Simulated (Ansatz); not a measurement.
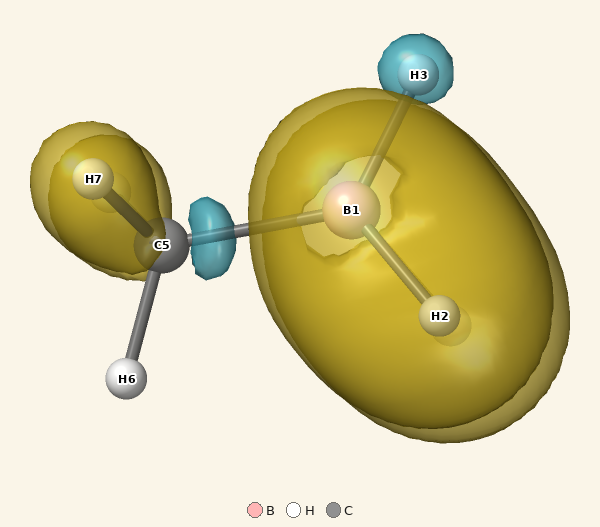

Figure 1: CH6B (doublet). Isosurfaces of the spin density (α minus β) at +0.015 (yellow) and −0.015 e/Å³ (cyan), seen across its widest extent.

Level of theory: UKS LDA/def2-SVP in Ansatz.

| atom | x (Å) | y (Å) | z (Å) |
| --- | --- | --- | --- |
| B | 0.1437 | 0.0362 | 0.9040 |
| H | -0.0893 | -1.1368 | 0.3751 |
| H | 0.8846 | 0.6896 | 0.1960 |
| H | -0.9230 | -0.3375 | 0.2457 |
| C | 0.0031 | 0.1434 | 2.4491 |
| H | -0.7370 | -0.5456 | 2.9048 |
| H | 0.9874 | -0.0337 | 2.9433 |
| H | -0.2692 | 1.1843 | 2.7435 |

Q: Where is the unpaired spin?

A: The unpaired spin (1 electron) lies mostly on B1 (about 0.4), H2 (about 0.2) and H4 (about 0.2), in electrons by Hirshfeld's partition.
